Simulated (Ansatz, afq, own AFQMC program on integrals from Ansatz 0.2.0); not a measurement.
# TiN (doublet): quantum Monte Carlo beside coupled cluster at distance Ti1–N2 = 2.120 Å, def2-SVP

Aim: compute TiN (doublet) with auxiliary-field quantum Monte Carlo on the same integrals as coupled cluster, and set the energies side by side.

Method: def2-SVP, frozen cores; program: Ansatz 0.2.0, Gaussian basis, and an in-house AFQMC program (afq) on its integrals; all values are calculated.

The runs, in order: PBE (unrestricted); r2SCAN (unrestricted); PBE0 (unrestricted); B3LYP (unrestricted); wB97M-V (unrestricted); B2PLYP (unrestricted); CCSD(T) on UHF; CCSDT(Q) on UHF; Phaseless AFQMC, CISD trial on UHF; Phaseless AFQMC, single-determinant trial on UHF.

3 further runs of the same task are left out: 3 that didn't finish.

## 1. The geometry

The geometry derives from a PBE0/def2-TZVP stationary point (not a proven minimum). One bond is set to the value named and the two fragments are kept rigid.

2 atoms, charge 0, spin multiplicity 2.

Atoms are counted from 1 here; the program's logs count them from 0.

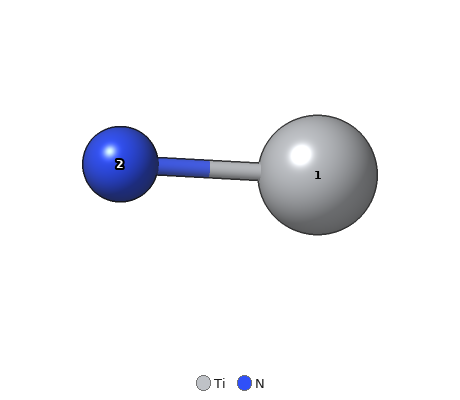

The geometry (titanium light grey, nitrogen blue); atoms are numbered from 1 in the order of the file.

## 2. PBE (unrestricted)

in.yaml

```yaml
crystal:
  periodic: [false, false, false]
  atoms:
    - {symbol: Ti, position_ang: [0.000000, 0.000000, 0.000000]}
    - {symbol: N, position_ang: [0.000000, 0.000000, 2.120000]}
basis:
  gaussian: {orbitals: def2-SVP}
magnetization: {spin_polarized: true, initial_magnetization: 1}
hamiltonian: {xc: {name: PBE}}
output: {orbitals: {seedname: orbitals}}
```

On the command line:

```bash
$ ansatz run in.yaml --threads 1 --pin off --events-out ev --progress --plain --max-ram 1382MiB
```

Output (excerpt; [...] marks lines left out):

```text
Functional definition: PBE
  name "PBE"
  cite "Perdew, Burke & Ernzerhof, Phys. Rev. Lett. 77, 3865 (1996) doi:10.1103/PhysRevLett.77.3865"
  parent pbe
[...]
552 factors; their error is unknown
[...]
mean field -24587.71836393 eV, -903.5819837204 hartree, gradient 9.7e-6 eV, S^2 2.141450; 35 other end points of the search recorded, 0 dependent functions left out
reference -24587.71841707 eV, -903.5819856733 hartree; 15, 14 occupied and 30, 31 virtual orbitals, 552 factors
Total energy: -24587.71841707 eV, -903.5819856733 hartree
```

Run time: 61 s. Hardware: 1 thread of Arm Neoverse V1, shared host.

From the report: ⟨S²⟩ of the determinant 2.141 (pure doublet: 0.75). The determinant is far from a pure spin state, so its energy mixes those of several spin states (harmless only where they are near-degenerate, as at dissociation).

## 3. r2SCAN (unrestricted)

in.yaml, as its differences from that of step 2:

```diff
@@ -8,3 +8,2 @@
 magnetization: {spin_polarized: true, initial_magnetization: 1}
-hamiltonian: {xc: {name: PBE}}
-output: {orbitals: {seedname: orbitals}}
+hamiltonian: {xc: {name: r2SCAN}}
```

Same command.

Output (excerpt; [...] marks lines left out):

```text
Functional definition: r2SCAN
  name "r2SCAN"
  cite "Furness, Kaplan, Ning, Perdew & Sun, J. Phys. Chem. Lett. 11, 8208 (2020) doi:10.1021/acs.jpclett.0c02405"
  cite "Furness, Kaplan, Ning, Perdew & Sun, J. Phys. Chem. Lett. 11, 9248 (2020) doi:10.1021/acs.jpclett.0c03077"
  parent r2scan
[...]
552 factors; their error is unknown
[...]
mean field -24593.97351905 eV, -903.8118564311 hartree, gradient 8.3e-6 eV, S^2 2.497986; 22 other end points of the search recorded, 0 dependent functions left out
reference -24593.97355535 eV, -903.8118577653 hartree; 15, 14 occupied and 30, 31 virtual orbitals, 552 factors
Total energy: -24593.97355535 eV, -903.8118577653 hartree
```

It took 96 s on 1 thread of Arm Neoverse V1, shared host.

From the report: ⟨S²⟩ of the determinant 2.498 (pure doublet: 0.75). The determinant is far from a pure spin state, so its energy mixes those of several spin states (harmless only where they are near-degenerate, as at dissociation).

## 4. PBE0 (unrestricted)

in.yaml, as its differences from that of step 3:

```diff
@@ -8,2 +8,3 @@
 magnetization: {spin_polarized: true, initial_magnetization: 1}
-hamiltonian: {xc: {name: r2SCAN}}
+hamiltonian: {xc: {name: PBE0}}
+output: {orbitals: {seedname: orbitals}}
```

The command is unchanged.

Output (excerpt; [...] marks lines left out):

```text
Functional definition: PBE0
  name "PBE0"
  cite "Adamo & Barone, J. Chem. Phys. 110, 6158 (1999) doi:10.1063/1.478522"
  cite "Perdew, Burke & Ernzerhof, Phys. Rev. Lett. 77, 3865 (1996) doi:10.1103/PhysRevLett.77.3865"
  parent pbe
[...]
490 factors; integrals over basis functions are off by at most 1.3e-3 eV
[...]
mean field -24588.21754639 eV, -903.6003283375 hartree, gradient 9.3e-6 eV, S^2 2.570944; 18 other end points of the search recorded, 0 dependent functions left out
reference -24588.21758613 eV, -903.6003297976 hartree; 15, 14 occupied and 30, 31 virtual orbitals, 490 factors
Total energy: -24588.21758613 eV, -903.6003297976 hartree
```

Run time: 40 s. Hardware: 1 thread of Arm Neoverse V1, shared host.

From the report: ⟨S²⟩ of the determinant 2.571 (pure doublet: 0.75). The determinant is far from a pure spin state, so its energy mixes those of several spin states (harmless only where they are near-degenerate, as at dissociation).

## 5. B3LYP (unrestricted)

in.yaml, as its differences from that of step 4:

```diff
@@ -8,3 +8,2 @@
 magnetization: {spin_polarized: true, initial_magnetization: 1}
-hamiltonian: {xc: {name: PBE0}}
-output: {orbitals: {seedname: orbitals}}
+hamiltonian: {xc: {name: B3LYP}}
```

Same command.

Output (excerpt; [...] marks lines left out):

```text
Functional definition: B3LYP
  name "B3LYP"
  cite "Stephens, Devlin, Chabalowski & Frisch, J. Phys. Chem. 98, 11623 (1994) doi:10.1021/j100096a001"
  cite "Becke, Phys. Rev. A 38, 3098 (1988) doi:10.1103/PhysRevA.38.3098"
  cite "Lee, Yang & Parr, Phys. Rev. B 37, 785 (1988) doi:10.1103/PhysRevB.37.785"
  cite "Vosko, Wilk & Nusair, Can. J. Phys. 58, 1200 (1980) doi:10.1139/p80-159"
[...]
490 factors; integrals over basis functions are off by at most 1.3e-3 eV
[...]
mean field -24595.86366300 eV, -903.8813179401 hartree, gradient 2.5e-6 eV, S^2 2.490231; 24 other end points of the search recorded, 0 dependent functions left out
reference -24595.86386761 eV, -903.8813254595 hartree; 15, 14 occupied and 30, 31 virtual orbitals, 490 factors
Total energy: -24595.86386761 eV, -903.8813254595 hartree
```

Wall time 44 s (1 thread of Arm Neoverse V1, shared host).

From the report: ⟨S²⟩ of the determinant 2.490 (pure doublet: 0.75). The determinant is far from a pure spin state, so its energy mixes those of several spin states (harmless only where they are near-degenerate, as at dissociation).

## 6. wB97M-V (unrestricted)

in.yaml, as its differences from that of step 5:

```diff
@@ -8,2 +8,3 @@
 magnetization: {spin_polarized: true, initial_magnetization: 1}
-hamiltonian: {xc: {name: B3LYP}}
+hamiltonian: {xc: {name: wB97M-V}}
+output: {orbitals: {seedname: orbitals}}
```

The command is unchanged.

Output (excerpt; [...] marks lines left out):

```text
Functional definition: wB97M-V
  name "wB97M-V"
  cite "Mardirossian & Head-Gordon, J. Chem. Phys. 144, 214110 (2016) doi:10.1063/1.4952647"
  cite "Becke, J. Chem. Phys. 107, 8554 (1997) doi:10.1063/1.475007"
  cite "Vydrov & Van Voorhis, J. Chem. Phys. 133, 244103 (2010) doi:10.1063/1.3521275"
  # Of w^i u^j: cxij and so on, Table III.
[...]
  gx(w, u) = 1 - cx + cx01*u + cx10*w
  gss(w, u) = css00 + css04*u^4 + css10*w + css20*w^2 + css43*w^4*u^3
  gos(w, u) = cos00 + cos10*w + (cos20 + cos21*u)*w^2 + (cos60 + cos61*u)*w^6
[...]
      + integral(e_c_pw_mod_opposite_spin*gos(b97_w_opposite, b97_u_opposite)) + vv10(b, c)
490 factors; integrals over basis functions are off by at most 1.3e-3 eV
96 factors; integrals over basis functions are off by at most 3.1e-4 eV
[...]
mean field -24593.17671172 eV, -903.7825743018 hartree, gradient 4.6e-6 eV, S^2 2.594745; 21 other end points of the search recorded, 0 dependent functions left out
reference -24593.17675814 eV, -903.7825760078 hartree; 15, 14 occupied and 30, 31 virtual orbitals, 490 factors
Total energy: -24593.17675814 eV, -903.7825760078 hartree
```

Wall time 3.5 min (1 thread of Arm Neoverse V1, shared host); peak memory 0.25 GiB.

From the report: ⟨S²⟩ of the determinant 2.595 (pure doublet: 0.75). The determinant is far from a pure spin state, so its energy mixes those of several spin states (harmless only where they are near-degenerate, as at dissociation).

## 7. B2PLYP (unrestricted)

in.yaml, as its differences from that of step 6:

```diff
@@ -8,3 +8,3 @@
 magnetization: {spin_polarized: true, initial_magnetization: 1}
-hamiltonian: {xc: {name: wB97M-V}}
-output: {orbitals: {seedname: orbitals}}
+hamiltonian: {xc: {name: B2PLYP}}
+correlation: {electrons: outside_noble_gas}
```

Launched as before.

Output (excerpt; [...] marks lines left out):

```text
Functional definition: B2PLYP
  name "B2PLYP"
  cite "Grimme, J. Chem. Phys. 124, 034108 (2006) doi:10.1063/1.2148954"
  cite "Becke, Phys. Rev. A 38, 3098 (1988) doi:10.1103/PhysRevA.38.3098"
  cite "Lee, Yang & Parr, Phys. Rev. B 37, 785 (1988) doi:10.1103/PhysRevB.37.785"
[...]
490 factors; integrals over basis functions are off by at most 1.3e-3 eV
[...]
mean field -24585.63308478 eV, -903.5053511249 hartree, gradient 6.9e-6 eV, S^2 2.676863; 30 other end points of the search recorded, 0 dependent functions left out
10 core orbitals not correlated: weight in the atoms' cores, before any rotation towards them, 0.998 or more for the frozen orbitals, at most 0.001 for the correlated occupied ones
reference -24585.63320938 eV, -903.5053557040 hartree; 5, 4 occupied and 30, 31 virtual orbitals, 490 factors
second order -4.66950293 eV of doubles, -0.00000000 eV of singles
Total energy: -24586.89397517 eV, -903.5516879923 hartree
```

It took 68 s on 1 thread of Arm Neoverse V1, shared host.

From the report: ⟨S²⟩ of the determinant 2.677 (pure doublet: 0.75). The determinant is far from a pure spin state, so its energy mixes those of several spin states (harmless only where they are near-degenerate, as at dissociation).

## 8. CCSD(T) on UHF

in.yaml, as its differences from that of step 7:

```diff
@@ -8,3 +8,2 @@
 magnetization: {spin_polarized: true, initial_magnetization: 1}
-hamiltonian: {xc: {name: B2PLYP}}
-correlation: {electrons: outside_noble_gas}
+correlation: {method: ccsd_t, electrons: outside_noble_gas, hamiltonian_folder: ham}
```

Same command.

Output (excerpt; [...] marks lines left out):

```text
Functional definition: HF
  name "HF"
  cite "Fock, Z. Phys. 61, 126 (1930) doi:10.1007/BF01340294"
  parent pbe
[...]
490 factors; integrals over basis functions are off by at most 1.3e-3 eV
[...]
mean field -24561.98603136 eV, -902.6363379403 hartree, gradient 1.8e-6 eV, S^2 2.720614; 66 other end points of the search recorded, 0 dependent functions left out
determinant -24561.98603136 eV, -902.6363379403 hartree, with singles and doubles -24566.00178065 eV, -902.7839140047 hartree
determinant -24561.88136813 eV, -902.6324916375 hartree, with singles and doubles -24565.89719164 eV, -902.7800704295 hartree
determinant -24561.75757362 eV, -902.6279422731 hartree, with singles and doubles -24565.89584877 eV, -902.7800210800 hartree
determinant -24561.62614290 eV, -902.6231122834 hartree, with singles and doubles -24565.77893947 eV, -902.7757247426 hartree
[...]
determinant -24561.17553683 eV, -902.6065528159 hartree, with singles and doubles -24565.78652219 eV, -902.7760034024 hartree
determinant -24560.90829908 eV, -902.5967320097 hartree, with singles and doubles -24565.94586896 eV, -902.7818592879 hartree
determinant -24560.82048404 eV, -902.5935048666 hartree, with singles and doubles -24565.94827833 eV, -902.7819478309 hartree
10 core orbitals not correlated: weight in the atoms' cores, before any rotation towards them, 0.998 or more for the frozen orbitals, at most 0.002 for the correlated occupied ones
reference -24561.98603136 eV, -902.6363379403 hartree; 5, 4 occupied and 30, 31 virtual orbitals, 490 factors
second order -3.29000438 eV of doubles, -0.00000000 eV of singles
cycle   1  -4.11419431 eV  change    1.9e-6 eV  update   6.0e-6
[...]
cycle   6  -4.11416259 eV  change    4.5e-6 eV  update   1.6e-6
perturbative correction -0.20515838 eV, -0.0075394315 hartree
Total energy: -24566.30535233 eV, -902.7950700582 hartree
```

It took 54 s on 1 thread of Arm Neoverse V1, shared host.

From the report: ⟨S²⟩ of the determinant 2.721 (pure doublet: 0.75); correlation -4.3193 eV; T1 0.072; largest double amplitude 0.07. The determinant is far from a pure spin state, so its energy mixes those of several spin states (harmless only where they are near-degenerate, as at dissociation).

This run also writes the integrals to the folder ham.

(Part 1 of 2 ends here.)
